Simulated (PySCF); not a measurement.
Consider C4H5FOS.

Input

```
{"job": {"kind": "nmr", "xc": "PBE0", "basis": "pcSseg-1"}, "charge": 0, "multiplicity": 1}
F      0.581605    -0.935695     1.732295
C      0.371706    -0.846584     0.374502
C      1.280207     0.241158    -0.220406
O      0.455067     1.350057    -0.536220
C     -0.836529     1.068851    -0.389314
S     -2.001551     2.143007    -0.705956
C     -1.041379    -0.347494     0.084117
H      0.587450    -1.841190    -0.025170
H      1.775371    -0.094030    -1.136529
H      2.033252     0.563507     0.503529
H     -1.662022    -0.369079     0.980622
H     -1.541979    -0.933195    -0.687497
```

Command:

```sh
OMP_NUM_THREADS=1 python probes_run.py task.json out
```

Geometry: GFN2-xTB.

Theory: PBE0/pcSseg-1, SCF density, gas phase, non-relativistic (PySCF).

Question: What can the converged electron density and electron localisation function tell about the bonding?

Answer: C–O (1.33 Å): ρ is about 2.5 e/Å³ halfway; the ELF peaks at about 0.90 between the atoms: a shared but strongly polarised pair.
C–C (1.51 Å): ρ at the midpoint is about 1.7 e/Å³; the ELF peaks at about 0.95 between the atoms (a shared electron pair).
C–S (1.62 Å): ρ is about 1.6 e/Å³ halfway; the ELF peaks at about 0.90 between the atoms: a covalent bond.
C–O (1.42 Å): ρ at the midpoint is about 2 e/Å³, with its minimum of 1.7 e/Å³ about 0.5 Å from C; the ELF peaks at about 0.90 between the atoms (a shared but strongly polarised pair).

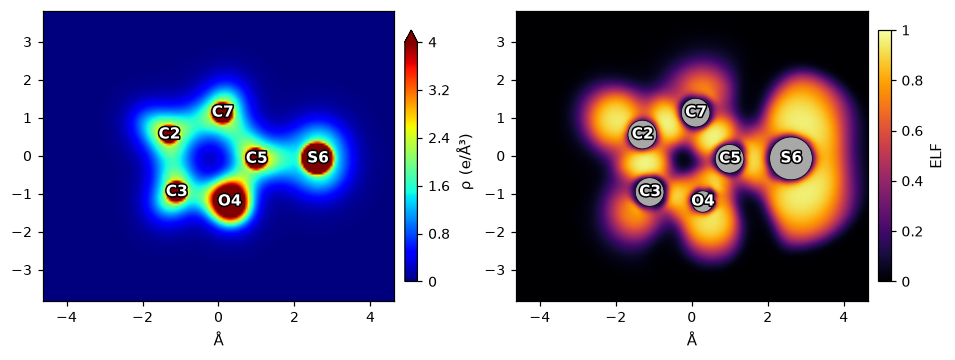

Computed electron density and electron localisation function on the plane of atoms S6, C5 and C7, in this order. Grey discs cover the atomic cores in the ELF map. 
